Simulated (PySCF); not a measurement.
# C₄H₅ClF₂O₂: magnetic properties

Aim: compute the magnetic properties of C₄H₅ClF₂O₂ (`C=C(Cl)OC(F)(F)CO`).

Computed with PySCF 2.14.0 and routines of our own; the level stands in each step. Atoms count from 0.

## 1. The starting structure

14 atoms, charge 0, multiplicity 1; geometry from: GFN2-xTB.

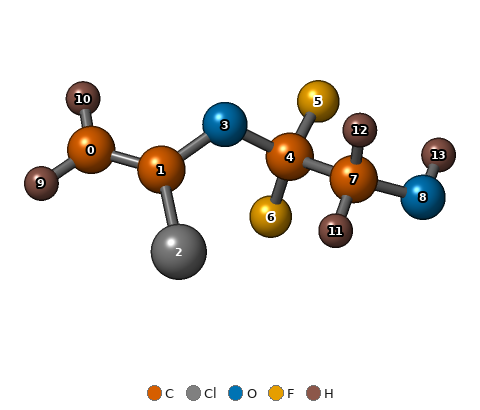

The starting geometry (carbon orange, chlorine grey, oxygen blue, fluorine amber, hydrogen brown).

## 2. Magnetic properties: GIAO PBE/pcSseg-1

Job settings and geometry (Å):

```
{"job": {"kind": "mag", "xc": "PBE", "basis": "pcSseg-1", "isotopologues": 0}, "charge": 0, "multiplicity": 1}
C      2.803028    -0.459431    -0.007327
C      1.618725     0.100624    -0.163039
Cl     1.228864     1.078764    -1.539619
O      0.639690     0.019634     0.786594
C     -0.624147    -0.401518     0.432261
F     -1.066859    -1.157580     1.474638
F     -0.580301    -1.247836    -0.619452
C     -1.627322     0.739703     0.200086
O     -2.934607     0.273665     0.095735
H      3.587122    -0.314037    -0.724447
H      3.000938    -1.063593     0.858690
H     -1.389788     1.235214    -0.743421
H     -1.497360     1.447502     1.032233
H     -3.158661    -0.251583     0.874988
```

Level: GIAO PBE/pcSseg-1 magnetisability, rotational g tensor and spin-rotation constants, non-relativistic, gas phase.

Run with:

```
$ OMP_NUM_THREADS=1 python excited_run.py task.json out
```

The driver reads the jobs from task.json and runs them one after another.

Standard output:

```text
coarse grid: 13416 points
cycle   1  E = -964.5938718114  dE =  1.410e+00  |g| = 1.176e+00  |ddm| = 3.446e+00
cycle   2  E = -963.8234810704  dE =  7.704e-01  |g| = 2.351e+00  |ddm| = 2.552e+00
cycle   3  E = -964.8161738244  dE = -9.927e-01  |g| = 2.787e-01  |ddm| = 2.024e+00
cycle   4  E = -964.8289622252  dE = -1.279e-02  |g| = 1.742e-01  |ddm| = 4.069e-01
cycle   5  E = -964.8353015931  dE = -6.339e-03  |g| = 5.467e-02  |ddm| = 1.635e-01
cycle   6  E = -964.8359189624  dE = -6.174e-04  |g| = 1.218e-02  |ddm| = 4.332e-02
cycle   7  E = -964.8359470484  dE = -2.809e-05  |g| = 4.792e-03  |ddm| = 1.202e-02
cycle   8  E = -964.8359513410  dE = -4.293e-06  |g| = 1.239e-03  |ddm| = 4.471e-03
final grid: 129064 points
cycle   9  E = -964.9526922232  dE = -4.071e-05  |g| = 2.152e-02  |ddm| = 3.359e-02
cycle  10  E = -964.9524782108  dE =  2.140e-04  |g| = 4.094e-02  |ddm| = 3.745e-02
cycle  11  E = -964.9527735248  dE = -2.953e-04  |g| = 2.646e-03  |ddm| = 2.596e-02
cycle  12  E = -964.9527746685  dE = -1.144e-06  |g| = 1.251e-03  |ddm| = 2.948e-03
cycle  13  E = -964.9527749278  dE = -2.593e-07  |g| = 4.248e-04  |ddm| = 1.184e-03
cycle  14  E = -964.9527749654  dE = -3.760e-08  |g| = 1.189e-04  |ddm| = 3.901e-04
cycle  15  E = -964.9527749688  dE = -3.399e-09  |g| = 2.887e-05  |ddm| = 1.265e-04
cycle  16  E = -964.9527749690  dE = -1.639e-10  |g| = 9.144e-06  |ddm| = 2.764e-05
converged SCF energy = -964.9527749690

Magnetisability tensor (1e-30 J/T^2)
    -1322.21      -24.80      -29.01
      -24.80    -1288.01      -10.28
      -29.01      -10.28    -1285.61
isotropic -1298.61   principal values   -1349.76  -1277.43  -1268.65
isotropic susceptibility -78.204 1e-6 cm^3/mol

Inertial axes            a          b          c
rot. const./GHz      2.3286     0.9824     0.7962
chi total           -78.663    -77.349    -78.601
chi diamagnetic    -582.860  -1246.662  -1512.501
chi paramagnetic    504.197   1169.313   1433.901
quadrupole/D A        5.843     -1.794     -4.048
g nuclear            0.5230     0.5291     0.5287
g electronic        -0.5516    -0.5396    -0.5364
g total             -0.0286    -0.0106    -0.0076

Spin-rotation constants (kHz, H = +C I.J)
atom  isotope        aa         bb         cc
  2   35Cl        0.935      0.116      0.312
  5    19F        3.421      1.143      0.896
  6    19F        3.002      1.413      0.820
  9     1H        0.141     -0.095     -0.084
 10     1H       -0.223      0.072     -0.092
 11     1H       -0.145      0.024     -0.083
 12     1H       -0.261     -0.092      0.045
 13     1H       -0.145     -0.054     -0.103
  0    13C*       0.764      0.318      0.143
  1    13C*       0.863      0.394      0.228
  3    17O*      -0.540     -0.231     -0.157
  4    13C*       0.793      0.308      0.257
  7    13C*       0.478      0.248      0.188
  8    17O*      -0.221     -0.037     -0.063
* in the singly substituted isotopologue
```

Wall time 66 s (1 thread of Arm Neoverse N1, shared host); peak memory 0.68 GiB.

In short:

| quantity | value |
| --- | --- |
| magnetisability | -1299·10⁻³⁰ J/T² |
| molar susceptibility | -78.2·10⁻⁶ cm³/mol |
| rotational g (a, b, c) | -0.0286, -0.0106, -0.0076 |

## 3. Magnetic properties: GIAO CAM-B3LYP/def2-SVP

The job, as its differences from that of step 2:

```diff
@@ -1,2 +1,2 @@
-{"job": {"kind": "mag", "xc": "PBE", "basis": "pcSseg-1", "isotopologues": 0}, "charge": 0, "multiplicity": 1}
+{"job": {"kind": "mag", "xc": "CAM-B3LYP", "basis": "def2-SVP", "scf": {"aux": "cc-pvdz-ri", "max_cycle": 66}}, "charge": 0, "multiplicity": 1}
 C      2.803028    -0.459431    -0.007327
```

Level: GIAO CAM-B3LYP/def2-SVP magnetisability, rotational g tensor and spin-rotation constants, non-relativistic, gas phase.

Standard output:

```text
final grid: 129064 points
cycle   1  E = -964.8175651608  dE =  1.649e+00  |g| = 1.176e+00  |ddm| = 3.977e+00
cycle   2  E = -964.6815043280  dE =  1.361e-01  |g| = 1.506e+00  |ddm| = 2.029e+00
cycle   3  E = -965.0810684153  dE = -3.996e-01  |g| = 8.037e-02  |ddm| = 1.165e+00
cycle   4  E = -965.0818748522  dE = -8.064e-04  |g| = 5.773e-02  |ddm| = 1.184e-01
cycle   5  E = -965.0824859855  dE = -6.111e-04  |g| = 1.000e-02  |ddm| = 5.027e-02
cycle   6  E = -965.0825076953  dE = -2.171e-05  |g| = 2.936e-03  |ddm| = 1.247e-02
cycle   7  E = -965.0825097762  dE = -2.081e-06  |g| = 6.739e-04  |ddm| = 3.933e-03
cycle   8  E = -965.0825099188  dE = -1.426e-07  |g| = 3.276e-04  |ddm| = 1.213e-03
cycle   9  E = -965.0825099409  dE = -2.210e-08  |g| = 8.291e-05  |ddm| = 4.032e-04
cycle  10  E = -965.0825099426  dE = -1.668e-09  |g| = 3.105e-05  |ddm| = 1.344e-04
cycle  11  E = -965.0825099429  dE = -2.649e-10  |g| = 5.463e-06  |ddm| = 5.872e-05
converged SCF energy = -965.0825099429

Magnetisability tensor (1e-30 J/T^2)
    -1343.45      -25.92      -28.80
      -25.92    -1309.66      -17.66
      -28.80      -17.66    -1296.56
isotropic -1316.56   principal values   -1372.49  -1295.80  -1281.38
isotropic susceptibility -79.285 1e-6 cm^3/mol

Inertial axes            a          b          c
rot. const./GHz      2.3286     0.9824     0.7962
chi total           -79.854    -77.943    -80.058
chi diamagnetic    -581.418  -1244.792  -1511.012
chi paramagnetic    501.564   1166.850   1430.954
quadrupole/D A        6.112     -2.252     -3.860
g nuclear            0.5230     0.5291     0.5287
g electronic        -0.5487    -0.5385    -0.5353
g total             -0.0257    -0.0095    -0.0065

Spin-rotation constants (kHz, H = +C I.J)
atom  isotope        aa         bb         cc
  2   35Cl        0.763      0.081      0.260
  5    19F        2.855      0.935      0.690
  6    19F        2.360      1.144      0.640
  9     1H        0.136     -0.099     -0.086
 10     1H       -0.232      0.071     -0.094
 11     1H       -0.153      0.020     -0.084
 12     1H       -0.268     -0.098      0.043
 13     1H       -0.146     -0.058     -0.102
  0    13C*       0.710      0.297      0.118
  1    13C*       0.816      0.365      0.196
  3    17O*      -0.429     -0.189     -0.125
  4    13C*       0.709      0.275      0.233
  7    13C*       0.408      0.215      0.162
  8    17O*      -0.175     -0.023     -0.045
* in the singly substituted isotopologue
```

It took 45 s on 1 thread of Arm Neoverse N1, shared host; peak memory 0.73 GiB.

The run ended normally, but its values are not to be used for the molecule: the fitting basis cc-pvdz-ri is not made for Coulomb and exchange fitting here.

## 4. Results

```
                                          quantity                               value
       magnetisability (step 2, GIAO PBE/pcSseg-1)                    -1299·10⁻³⁰ J/T²
  molar susceptibility (step 2, GIAO PBE/pcSseg-1)                  -78.2·10⁻⁶ cm³/mol
rotational g (a, b, c) (step 2, GIAO PBE/pcSseg-1)           -0.0286, -0.0106, -0.0076
                                              runs  0 failed, 1 ended on unsound input
```

The values above hold for this geometry and these levels alone. Vibrational averaging and real surroundings are missing from these values.
